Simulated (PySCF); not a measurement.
## What a change does: NMR shielding calculation on C$_{5}$H$_{8}$BNO$_{2}$Si

System: C$_{5}$H$_{8}$BNO$_{2}$Si, SMILES OB(O)[SiH2]c1ccccn1.
Method of run 1: GIAO PBE0/pcSseg-1 NMR shielding, non-relativistic, gas phase (PySCF 2.14.0).

The geometry comes from this level: PBE0-D3(BJ)/def2-SVP. Text and figures count atoms from 1; the logs count them from 0 in places.

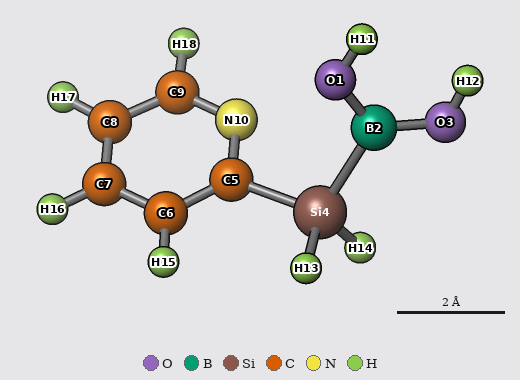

Fig. 1: The input geometry (ball-and-stick view, seen at a tilt; atoms are numbered from 1 in the order of the input).

### The input, run 1
```
{"job": {"kind": "nmr", "xc": "PBE0", "basis": "pcSseg-1"}, "charge": 0, "multiplicity": 1}
O      2.431887    -0.685912     0.970922
B      2.645492    -0.353098    -0.331491
O      3.821532     0.137918    -0.808948
Si     1.097773    -0.637862    -1.615659
C     -0.501981    -0.083484    -0.760851
C     -1.700918    -0.807556    -0.771447
C     -2.811340    -0.294088    -0.104748
C     -2.690860     0.928125     0.549249
C     -1.458029     1.581674     0.503897
N     -0.394457     1.096570    -0.126080
H      3.171225    -0.509184     1.565254
H      4.513831     0.253474    -0.146611
H      0.952908    -2.080111    -2.009612
H      1.266635     0.145610    -2.880801
H     -1.758690    -1.764323    -1.296181
H     -3.757783    -0.841361    -0.094900
H     -3.532090     1.370696     1.087302
H     -1.328682     2.547121     1.007738
```

The first line tells a small driver script what to run in PySCF; the rest is the geometry in Å.

Launched with:
```bash
OMP_NUM_THREADS=1 python <driver script> task.json out
```

Hardware: 1 CPU thread, shared host.

### Output (run 1)
```
coarse grid: 16336 points
cycle   1  E = -714.0940217349  dE =  1.513e+00  |g| = 8.752e-01  |ddm| = 4.054e+00
cycle   2  E = -713.9840762217  dE =  1.099e-01  |g| = 1.192e+00  |ddm| = 1.449e+00
cycle   3  E = -714.2378431881  dE = -2.538e-01  |g| = 8.679e-02  |ddm| = 8.263e-01
cycle   4  E = -714.2388617878  dE = -1.019e-03  |g| = 5.166e-02  |ddm| = 9.339e-02
cycle   5  E = -714.2394244915  dE = -5.627e-04  |g| = 1.959e-02  |ddm| = 6.524e-02
cycle   6  E = -714.2395197711  dE = -9.528e-05  |g| = 3.725e-03  |ddm| = 2.355e-02
cycle   7  E = -714.2395232486  dE = -3.478e-06  |g| = 7.075e-04  |ddm| = 4.547e-03
final grid: 155560 points
cycle   8  E = -714.3142458542  dE = -3.959e-05  |g| = 8.492e-03  |ddm| = 3.444e-02
cycle   9  E = -714.3142373606  dE =  8.494e-06  |g| = 1.087e-02  |ddm| = 1.690e-02
cycle  10  E = -714.3142616363  dE = -2.428e-05  |g| = 1.435e-03  |ddm| = 9.094e-03
cycle  11  E = -714.3142620882  dE = -4.519e-07  |g| = 4.347e-04  |ddm| = 1.630e-03
cycle  12  E = -714.3142621290  dE = -4.074e-08  |g| = 1.546e-04  |ddm| = 5.098e-04
cycle  13  E = -714.3142621343  dE = -5.271e-09  |g| = 2.823e-05  |ddm| = 1.671e-04
cycle  14  E = -714.3142621344  dE = -1.669e-10  |g| = 7.665e-06  |ddm| = 3.047e-05
converged SCF energy = -714.3142621344

GIAO shielding tensors (ppm)
atom      isotropic    diamagn.    paramagn.     s11        s22        s33       span
  0 O      188.679     389.984    -201.304     84.068    235.641    246.328    162.260
  1 B       69.572     201.166    -131.594     53.779     60.305     94.631     40.852
  2 O      186.752     382.456    -195.704     81.598    238.069    240.589    158.990
  3 Si     423.400     881.236    -457.835    387.082    419.402    463.717     76.636
  4 C       13.319     256.176    -242.857    -88.796    -23.176    151.929    240.725
  5 C       47.436     255.725    -208.289    -75.984     49.994    168.298    244.282
  6 C       45.223     252.707    -207.484    -70.841     27.798    178.713    249.554
  7 C       57.587     259.180    -201.593    -56.329     53.206    175.882    232.211
  8 C       29.148     250.345    -221.198    -85.668     28.774    144.338    230.006
  9 N     -119.332     332.096    -451.428   -451.588   -202.301    295.894    747.481
 10 H       27.900      31.307      -3.407     22.592     23.646     37.462     14.870
 11 H       27.691      28.887      -1.197     22.504     23.405     37.164     14.660
 12 H       26.876      28.490      -1.613     23.126     26.117     31.387      8.261
 13 H       26.788      27.929      -1.140     24.073     25.067     31.225      7.152
 14 H       23.552      31.691      -8.139     20.298     21.658     28.701      8.403
 15 H       23.702      29.099      -5.397     20.501     23.835     26.769      6.267
 16 H       24.189      29.546      -5.357     21.512     23.868     27.188      5.677
 17 H       22.479      30.594      -8.115     18.626     22.219     26.591      7.964
```

For run 2 the input was changed thus:
```diff
-"xc": "PBE0"
+"xc": "HF"
+"pop": false
```

What does this change do to the results?

The total energies belong to different methods, so their difference says nothing on which is more stable or more accurate. The HOMO goes from −7.06 to −9.24 eV. The LUMO goes from −0.84 to 2.79 eV. Of all shieldings, the largest change is that of Si4, by +31.0 ppm. The method changes from PBE0 to HF. The SCF takes 13 iterations against 14.

### Output (run 2)
```
final grid: 155560 points
cycle   1  E = -711.6271488279  dE =  2.306e+00  |g| = 7.830e-01  |ddm| = 3.941e+00
cycle   2  E = -711.7723452481  dE = -1.452e-01  |g| = 3.840e-01  |ddm| = 8.823e-01
cycle   3  E = -711.7997173513  dE = -2.737e-02  |g| = 9.357e-02  |ddm| = 3.281e-01
cycle   4  E = -711.8026434908  dE = -2.926e-03  |g| = 2.306e-02  |ddm| = 1.513e-01
cycle   5  E = -711.8028138633  dE = -1.704e-04  |g| = 8.660e-03  |ddm| = 4.289e-02
cycle   6  E = -711.8028418144  dE = -2.795e-05  |g| = 3.026e-03  |ddm| = 1.233e-02
cycle   7  E = -711.8028462298  dE = -4.415e-06  |g| = 9.107e-04  |ddm| = 6.433e-03
cycle   8  E = -711.8028468432  dE = -6.134e-07  |g| = 4.259e-04  |ddm| = 1.971e-03
cycle   9  E = -711.8028469993  dE = -1.562e-07  |g| = 1.554e-04  |ddm| = 9.448e-04
cycle  10  E = -711.8028470323  dE = -3.295e-08  |g| = 7.472e-05  |ddm| = 4.414e-04
cycle  11  E = -711.8028470384  dE = -6.130e-09  |g| = 3.643e-05  |ddm| = 1.892e-04
cycle  12  E = -711.8028470397  dE = -1.336e-09  |g| = 9.777e-06  |ddm| = 1.058e-04
cycle  13  E = -711.8028470398  dE = -8.458e-11  |g| = 2.893e-06  |ddm| = 2.990e-05
converged SCF energy = -711.8028470398

GIAO shielding tensors (ppm)
atom      isotropic    diamagn.    paramagn.     s11        s22        s33       span
  0 O      217.083     392.248    -175.165    116.575    262.679    271.997    155.422
  1 B       81.078     200.109    -119.031     61.106     77.130    104.997     43.892
  2 O      215.631     384.524    -168.893    113.720    264.137    269.035    155.315
  3 Si     454.406     876.175    -421.769    423.004    453.107    487.106     64.102
  4 C       16.498     255.641    -239.143    -97.344    -24.705    171.543    268.886
  5 C       55.096     256.386    -201.290    -76.077     62.518    178.847    254.923
  6 C       45.598     255.043    -209.445    -81.177     30.272    187.700    268.877
  7 C       64.198     260.785    -196.587    -56.131     64.489    184.235    240.366
  8 C       31.459     248.833    -217.373    -96.145     33.055    157.468    253.613
  9 N     -124.713     331.936    -456.649   -457.002   -226.160    309.021    766.023
 10 H       28.480      31.552      -3.072     22.588     23.219     39.633     17.045
 11 H       28.258      29.100      -0.842     22.402     23.198     39.173     16.771
 12 H       27.521      28.660      -1.139     23.605     26.785     32.172      8.567
 13 H       27.394      28.022      -0.628     24.559     25.520     32.103      7.544
 14 H       23.991      31.817      -7.826     20.186     22.900     28.887      8.701
 15 H       23.855      29.279      -5.423     20.282     24.423     26.861      6.578
 16 H       24.531      29.707      -5.177     21.186     24.902     27.504      6.318
 17 H       22.817      30.769      -7.952     18.681     22.978     26.794      8.114
```

### The two runs side by side

| quantity | run 1 | run 2 |
| --- | --- | --- |
| outcome | converged | converged |
| total energy (hartree) | −714.314262 | −711.802847 |
| HOMO (eV) | −7.06 | −9.24 |
| LUMO (eV) | −0.84 | 2.79 |
| dipole moment (D) | 2.54 | 2.55 |
| shielding of O1 (ppm) | 188.7 | 217.1 |
| shielding of B2 (ppm) | 69.6 | 81.1 |
| shielding of O3 (ppm) | 186.8 | 215.6 |
| shielding of Si4 (ppm) | 423.4 | 454.4 |
| shielding of C6 (ppm) | 47.4 | 55.1 |
| shielding of C8 (ppm) | 57.6 | 64.2 |
| shielding of N10 (ppm) | −119.3 | −124.7 |
| SCF iterations | 14 | 13 |
| basis functions | 217 | 217 |
| wall time (shared host) | 43 s | 26 s |
